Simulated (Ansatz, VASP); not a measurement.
# Cross-check of PtSe2 (1T-PtSe2 monolayer) between VASP and Ansatz

Aim: how closely do two programs agree when they are given the same cell, functional and k mesh?

Calculated with Ansatz 0.2.0; plane waves, with VASP 6.6.1 beside it; band structure at PBE with D3(BJ), spin-orbit coupling, band structure at PBE with D3(BJ) and single point at PBE with D3(BJ).

## Step 1: Set-up

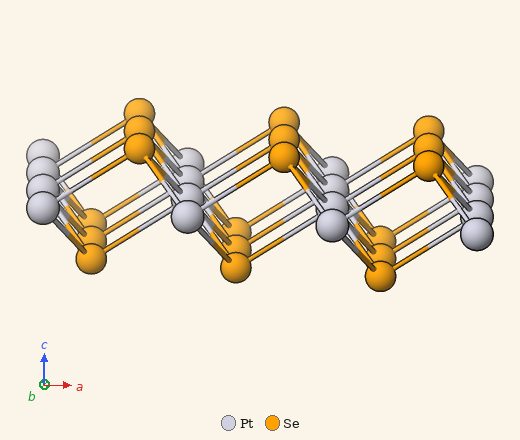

The cell as given, nearly edge on (platinum light grey, selenium orange). 3×3×1 cells are drawn. Some periodic images of atoms are drawn too.

The cell holds 3 atoms: 1 Pt and 2 Se. Cell: a = 3.703 Å, b = 3.703 Å, c = 22.000 Å, α = 90.0°, β = 90.0°, γ = 120.0°. Vacuum lies along c.

## Step 2: VASP: band structure, PBE with D3(BJ), spin-orbit coupling

The same path points are solved in both programs, so levels can be compared one by one.

Lines of VASP's logs that name or quote its potential files are left out, and so is its time.

Input file INCAR:

```
SYSTEM = PtSe2
PREC = Normal
ENCUT = 350
EDIFF = 1E-06
NELM = 120
ISMEAR = 0
SIGMA = 0.03
LREAL = .FALSE.
ALGO = Fast
GGA = PE
IVDW = 12
LNONCOLLINEAR = .TRUE.
MAGMOM = 0 0 0 0 0 0 0 0 0
NBANDS = 34
GGA_COMPAT = .FALSE.
LASPH = .TRUE.
LSORBIT = .TRUE.
LMAXMIX = 4
LWAVE = .FALSE.
LCHARG = .FALSE.
KPAR = 4
IDIPOL = 3
LDIPOL = .TRUE.
DIPOL = 0.5 0.5 0.5
```

Input file POSCAR:

```
PtSe2
1.0
    3.7028369179      0.0000000000      0.0000000000
   -1.8514184590      3.2067508370      0.0000000000
    0.0000000000      0.0000000000     22.0000000000
Pt Se
1 2
Direct
    0.0000000000      0.0000000000      0.5000000000
    0.3333333333      0.6666666667      0.4396979050
    0.6666666667      0.3333333333      0.5603020950
```

Input file KPOINTS:

```
Automatic mesh
0
Gamma
9 9 1
0 0 0
```

Input file KPOINTS_OPT:

```
Line mode
14
Line-mode
Reciprocal
  0.00000000   0.00000000   0.00000000 GAMMA
  0.50000000   0.00000000   0.00000000 M

  0.50000000   0.00000000   0.00000000 M
  0.33333333   0.33333333   0.00000000 K

  0.33333333   0.33333333   0.00000000 K
  0.00000000   0.00000000   0.00000000 GAMMA
```

Potentials, in the order of the species: Pt and Se (PBE family, release 64).

On the command line:

```console
$ mpirun -np 4 vasp_ncl
```

Numbers of over 12 decimals in the logs are rounded to 6 here.

What it wrote:

```text
[banner, memory and clock lines left out]
running    4 mpi-ranks, on    1 nodes
 distrk:  each k-point on    1 cores,    4 groups
 distr:  one band on    1 cores,    1 groups

 POSCAR found type information on POSCAR PtSe
 POSCAR found :  2 types and       3 ions
 LDA part: xc-table for (Slater+PW92), standard interpolation
 POSCAR, INCAR and KPOINTS ok, starting setup
 FFT: planning ... GRIDC
 FFT: planning ... GRID_SOFT
 FFT: planning ... GRID
 WAVECAR not read
 entering main loop
       N       E                     dE             d eps       ncg     rms          rms(c)
DAV:   1     0.149430969572E+03    0.14943E+03   -0.59487E+03   832   0.697E+02
DAV:   2     0.277817617366E+01   -0.14665E+03   -0.13728E+03  1172   0.161E+02
DAV:   3    -0.151761441304E+02   -0.17954E+02   -0.17703E+02  1030   0.648E+01
DAV:   4    -0.155672329455E+02   -0.39109E+00   -0.38977E+00  1004   0.107E+01
DAV:   5    -0.155749178641E+02   -0.76849E-02   -0.76810E-02  1024   0.145E+00    0.140E+01
RMM:   6    -0.148867027511E+02    0.68822E+00   -0.44731E+00   893   0.119E+01    0.789E+00
RMM:   7    -0.147185793563E+02    0.16812E+00   -0.60607E-01   833   0.493E+00    0.419E+00
RMM:   8    -0.146909444544E+02    0.27635E-01   -0.35965E-02   965   0.129E+00    0.138E+00
RMM:   9    -0.146835829417E+02    0.73615E-02   -0.22980E-02   998   0.964E-01    0.220E-01
RMM:  10    -0.146839399202E+02   -0.35698E-03   -0.37141E-03  1038   0.320E-01    0.132E-01
RMM:  11    -0.146839445121E+02   -0.45919E-05   -0.43659E-04  1014   0.140E-01    0.437E-02
RMM:  12    -0.146839491837E+02   -0.46716E-05   -0.13805E-04  1051   0.703E-02    0.204E-02
RMM:  13    -0.146839550274E+02   -0.58437E-05   -0.47871E-05  1074   0.387E-02    0.843E-03
RMM:  14    -0.146839824345E+02   -0.27407E-04   -0.23154E-05   996   0.237E-02    0.520E-03
RMM:  15    -0.146840028825E+02   -0.20448E-04   -0.53889E-06   992   0.122E-02    0.277E-03
RMM:  16    -0.146840382028E+02   -0.35320E-04   -0.34405E-06   881   0.787E-03    0.191E-03
RMM:  17    -0.146840718671E+02   -0.33664E-04   -0.41505E-06   891   0.647E-03    0.127E-03
RMM:  18    -0.146840894151E+02   -0.17548E-04   -0.11259E-06   817   0.398E-03    0.113E-03
RMM:  19    -0.146840984046E+02   -0.89895E-05   -0.42702E-07   762   0.259E-03    0.428E-04
RMM:  20    -0.146841014293E+02   -0.30246E-05   -0.11265E-07   570   0.142E-03    0.461E-04
RMM:  21    -0.146841039297E+02   -0.25004E-05   -0.85569E-08   526   0.116E-03    0.127E-04
RMM:  22    -0.146841046915E+02   -0.76185E-06   -0.44729E-08   465   0.985E-04
   1 F= -.15582307E+02 E0= -.15582307E+02  d E =-.358286E-17  mag=    -0.0000     0.0000    -0.0000
 Start KPOINTS_OPT (optional k-point list driver)
k-point batch [1-12\42]
       N       E                     dE             ncg
DAV:   1    -0.115358236099E+03   -0.24358E+04      824
DAV:   2    -0.180192770740E+04   -0.16866E+04     1146
DAV:   3    -0.203600836873E+04   -0.23408E+03     1026
DAV:   4    -0.204183902493E+04   -0.58307E+01     1012
DAV:   5    -0.204194804161E+04   -0.10902E+00     1046
DAV:   6    -0.204195186598E+04   -0.38244E-02     1140
DAV:   7    -0.204195194736E+04   -0.81376E-04     1124
DAV:   8    -0.204195195054E+04   -0.31756E-05      988
DAV:   9    -0.204195195072E+04   -0.18589E-06      740
[...]
k-point batch [37-42\42]
       N       E                     dE             ncg
DAV:   1     0.261153122934E+04   -0.40351E+03      424
DAV:   2     0.180748193917E+04   -0.80405E+03      554
DAV:   3     0.169176513748E+04   -0.11572E+03      522
DAV:   4     0.168898695984E+04   -0.27782E+01      520
DAV:   5     0.168892467918E+04   -0.62281E-01      550
DAV:   6     0.168892251861E+04   -0.21606E-02      600
DAV:   7     0.168892248741E+04   -0.31198E-04      572
DAV:   8     0.168892248573E+04   -0.16834E-05      530
DAV:   9     0.168892248565E+04   -0.79689E-07      396
```

Parts of OUTCAR (step 2):

```text
ion  position               nearest neighbor table
   1  0.000  0.000  0.500-   2 2.52   3 2.52   3 2.52   2 2.52   3 2.52   2 2.52
   2  0.333  0.667  0.440-   1 2.52   1 2.52   1 2.52
   3  0.667  0.333  0.560-   1 2.52   1 2.52   1 2.52

  LATTYP: Found a hexagonal cell.
 ALAT       =     3.7028369179
 C/A-ratio  =     5.9413904765

 Subroutine GETGRP returns: Found 12 space group operations
 (whereof 12 operations were pure point group operations)

The static configuration has the point symmetry D_3d.

 Found     12 irreducible k-points:

   k-points           NKPTS =     12   k-points in BZ     NKDIM =     12   number of bands    NBANDS=     34

   dimension x,y,z NGX =    18 NGY =   18 NGZ =  108
   dimension x,y,z NGXF=    36 NGYF=   36 NGZF=  216

   ENCUT  =  350.0 eV  25.72 Ry    5.07 a.u.   5.65  5.65 33.56*2*pi/ulx,y,z

   NELECT =      22.0000    total number of electrons

 k-points in reciprocal lattice and weights: Automatic mesh
   0.00000000  0.00000000  0.00000000       0.012
   0.11111111 -0.00000000  0.00000000       0.074
   0.22222222  0.00000000  0.00000000       0.074
   0.33333333 -0.00000000  0.00000000       0.074
   0.44444444  0.00000000  0.00000000       0.074
   0.11111111  0.11111111  0.00000000       0.074
   0.22222222  0.11111111  0.00000000       0.148
   0.33333333  0.11111111  0.00000000       0.148
   0.44444444  0.11111111  0.00000000       0.074
   0.22222222  0.22222222  0.00000000       0.074
   0.33333333  0.22222222  0.00000000       0.148
   0.33333333  0.33333333  0.00000000       0.025

 dipolmoment           0.000000      0.000000     -0.000000 electrons x Angstroem

 average (electrostatic) potential at core
       1 -77.2797       2 -61.1555       3 -61.1555

 E-fermi :  -2.6855

 k-point     1 :       0.0000    0.0000    0.0000
  band No.  band energies     occupation
    ...
     18      -3.8576      1.00000
     19      -3.2160      1.00000
     20      -3.2160      1.00000
     21      -2.8544      1.00000
     22      -2.8544      1.00000
     23      -0.1271      0.00000
     24      -0.1271      0.00000
     25      -0.0877      0.00000
     26      -0.0877      0.00000
     27       1.4367      0.00000
    ...

 k-point     2 :       0.1111   -0.0000    0.0000
  band No.  band energies     occupation
    ...
     18      -3.6497      1.00000
     19      -3.2248      1.00000
     20      -3.2248      1.00000
     21      -2.9214      1.00000
     22      -2.9214      1.00000
     23      -0.8956      0.00000
     24      -0.8956      0.00000
     25      -0.2919      0.00000
     26      -0.2919      0.00000
     27       1.8619      0.00000
    ...

 k-point     3 :       0.2222    0.0000    0.0000
  band No.  band energies     occupation
    ...
     18      -3.7152      1.00000
     19      -3.3386      1.00000
     20      -3.3386      1.00000
     21      -3.1023      1.00000
     22      -3.1023      1.00000
     23      -1.6959      0.00000
     24      -1.6959      0.00000
     25      -0.5093      0.00000
     26      -0.5093      0.00000
     27       2.5447      0.00000
    ...

 Edisp (eV)   -0.89820

  Total       0.06012     0.06012     0.00041    -0.00000     0.00000     0.00000
  in kB       0.36870     0.36870     0.00250    -0.00000     0.00000     0.00000
  external pressure =        0.25 kB  Pullay stress =        0.00 kB

  energy-cutoff  :      350.00
  volume of cell :      261.23
      direct lattice vectors                 reciprocal lattice vectors
     3.702836918  0.000000000  0.000000000     0.270063203  0.155921063  0.000000000
    -1.851418459  3.206750837  0.000000000     0.000000000  0.311842126  0.000000000
     0.000000000  0.000000000 22.000000000     0.000000000  0.000000000  0.045454545

 POSITION                                       TOTAL-FORCE (eV/Angst)
 -----------------------------------------------------------------------------------
      0.00000      0.00000     11.00000        -0.000000      0.000000      0.000000
     -0.00000      2.13783      9.67335        -0.000000     -0.000000     -0.034170
      1.85142      1.06892     12.32665         0.000000      0.000000      0.034170
 -----------------------------------------------------------------------------------
    total drift:                               -0.000000      0.000000     -0.000000

  FREE ENERGIE OF THE ION-ELECTRON SYSTEM (eV)
  ---------------------------------------------------
  free  energy   TOTEN  =       -15.5823068304 eV

  energy  without entropy=      -15.5823068304  energy(sigma->0) =      -15.58230683

 vacuum level on the upper side and lower side of the slab         2.498         2.498

 Spin-Orbit-Coupling matrix elements
 Ion:    1  E_soc:     -0.7393759
 Ion:    2  E_soc:     -0.0292441
 Ion:    3  E_soc:     -0.0292441

[... 3 further parts left out ...]
```

(Continued in part 2 of 2.)

[Lines on the potential files, build, host, timing and source positions are cut from VASP's logs without a mark.]

[Logs are printed without paths, hosts, clocks, repeated set-up lines and the standing remarks that a program may print on its own settings, such as how far it seeks lower states.]

[Hosts, paths, dates, database ids (printed as entryN), source tags and the programs' standing remarks are cut or masked in the printed files.]
